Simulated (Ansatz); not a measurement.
**H₇NSiSn: one species, many methods**

Aim: compute H₇NSiSn with functionals from several rungs and with coupled cluster, and see how far each lands from CCSD(T) at the basis-set limit for the atomisation energy.

The runs use Ansatz 0.2.0, Gaussian basis; functionals in def2-TZVPP, the program's frozen cores in correlated methods.

Levels to be run: LDA (SPW92), PBE-D4, revPBE-D4, BLYP-D4, r2SCAN-D4, B97M-V, PBE0-D4, B3LYP-D4, r2SCANh-D4, r2SCAN0-D4, HSE06-D4, BHLYP-D4, CAM-B3LYP-D4, LC-ωPBE, ωB97X-V, ωB97M-V, B2PLYP, PBE-QIDH; CCSD(T)/def2-SVP; CCSD(T)/def2-TZVPP; MP2/def2-QZVPP; extrapolation to the limit; RPA on PBE.

## 1. Structure used throughout

The geometry comes from an earlier relaxation with PBE0-D4 in a triple-zeta def2 set; it is a stationary point, not always the lowest conformer. Sn takes the def2 core potential; no spin-orbit term is included.

SMILES `N[SiH2][SnH3]`, 10 atoms, charge 0, spin multiplicity 1.

Atoms are counted from 1 here; the program's logs count them from 0.

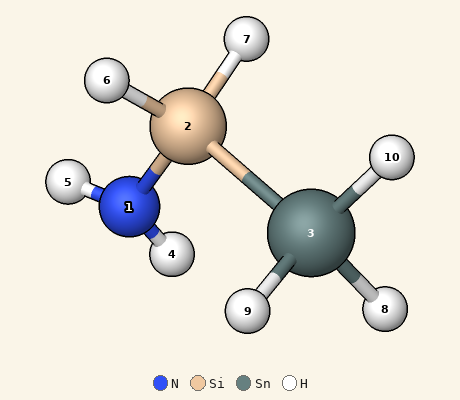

The structure; nitrogen blue, silicon light orange, tin teal, hydrogen white; atoms are numbered from 1 in the order of the file.

Geometry (Å):

```
N    -1.56081    0.48876   -0.88839
Si    0.07185    0.86101   -0.47989
Sn    0.94845   -0.98896    1.06237
H    -1.79419   -0.42939   -1.23053
H    -2.13530    1.19066   -1.32830
H     0.06880    2.17098    0.22435
H     1.01447    0.99938   -1.63322
H     0.58317   -2.52955    0.41017
H     0.24174   -0.91188    2.61547
H     2.64502   -0.90233    1.25087
```

## 2. LDA

This LDA is Slater exchange with PW92 correlation.

Input file in.yaml:

```yaml
crystal:
  periodic: [false, false, false]
  atoms:
    - {symbol: N, position_ang: [-1.560807, 0.488763, -0.888390]}
    - {symbol: Si, position_ang: [0.071853, 0.861015, -0.479885]}
    - {symbol: Sn, position_ang: [0.948447, -0.988960, 1.062367]}
    - {symbol: H, position_ang: [-1.794192, -0.429389, -1.230535]}
    - {symbol: H, position_ang: [-2.135304, 1.190661, -1.328302]}
    - {symbol: H, position_ang: [0.068799, 2.170981, 0.224353]}
    - {symbol: H, position_ang: [1.014468, 0.999385, -1.633222]}
    - {symbol: H, position_ang: [0.583172, -2.529548, 0.410167]}
    - {symbol: H, position_ang: [0.241745, -0.911878, 2.615474]}
    - {symbol: H, position_ang: [2.645020, -0.902331, 1.250873]}
basis:
  gaussian: {orbitals: def2-TZVPP}
hamiltonian: {xc: lda}
output: {orbitals: {seedname: orbitals}}
```

Launch:

```bash
> ansatz run in.yaml --threads 2 --pin off --events-out ev --progress --plain --max-ram 4352MiB
```

After this run come: PBE-D4 (GGA); revPBE-D4 (GGA); BLYP-D4 (GGA); r2SCAN-D4 (meta-GGA); B97M-V (meta-GGA); PBE0-D4 (hybrid); B3LYP-D4 (hybrid); r2SCANh-D4 (hybrid); r2SCAN0-D4 (hybrid); HSE06-D4 (hybrid); BHLYP-D4 (hybrid); CAM-B3LYP-D4 (range-separated); LC-ωPBE (range-separated); ωB97X-V (range-separated); ωB97M-V (range-separated); B2PLYP (double hybrid); PBE-QIDH (double hybrid); CCSD(T) in def2-SVP; CCSD(T) in def2-TZVPP; MP2 in def2-QZVPP; RPA on PBE orbitals.

Q: Predict the results of all the runs planned. Wanted: atomisation energy, CCSD(T)/CBS; farthest beyond LDA; mean size of error, GGA; mean size of error, meta-GGA; mean size of error, hybrid; mean size of error, range-separated; mean size of error, double hybrid; gap, smallest and largest; T1 diagnostic.

The runs gave:

| quantity | value |
| --- | --- |
| atomisation energy, CCSD(T)/CBS | 674.9 kcal/mol |
| functionals within 6.7 kcal/mol (1.0 %) | B97M-V, B3LYP-D4, CAM-B3LYP-D4, ωB97X-V, ωB97M-V |
| farthest beyond LDA | revPBE-D4 (-21.6 kcal/mol) |
| mean size of error, GGA | 13.3 kcal/mol |
| mean size of error, meta-GGA | 6.2 kcal/mol |
| mean size of error, hybrid | 12.2 kcal/mol |
| mean size of error, range-separated | 4.8 kcal/mol |
| mean size of error, double hybrid | 16.2 kcal/mol |
| gap, smallest and largest | 4.89 eV (LDA (SPW92)), 11.67 eV (LC-ωPBE) |
| T1 diagnostic | 0.0125 |
| triples share of the correlation energy | 3.0 % |

**Reading.** The LDA atomisation energy is off by 78.1 kcal/mol (12 %): it overbinds. PBE-D4 is off by -8.6 kcal/mol. Double hybrids carry the basis error of their MP2 part in triple zeta, and no dispersion term here, so their miss is partly the set-up's. The rungs range-separated, meta-GGA miss on average by less than the doubt on the reference (6.7 kcal/mol), so they tie. Misses under about 6.7 kcal/mol are within the doubt on the reference itself, which lacks core-valence correlation, spin-orbit coupling and higher excitations, and its outer-core shells are covered unevenly. All levels share the lack of spin-orbit coupling, which lowers the free heavy atoms and so the true binding. Hartree-Fock recovers 71 % of the binding; the rest is correlation. CCSD(T) in def2-SVP is off by -58.3 kcal/mol, more than most functionals: a good method in a small basis is no reference. Orbital gaps span 4.9 to 11.7 eV; exact exchange widens them. Correlated methods include outer-core shells of Sn, which these sets cover unevenly.
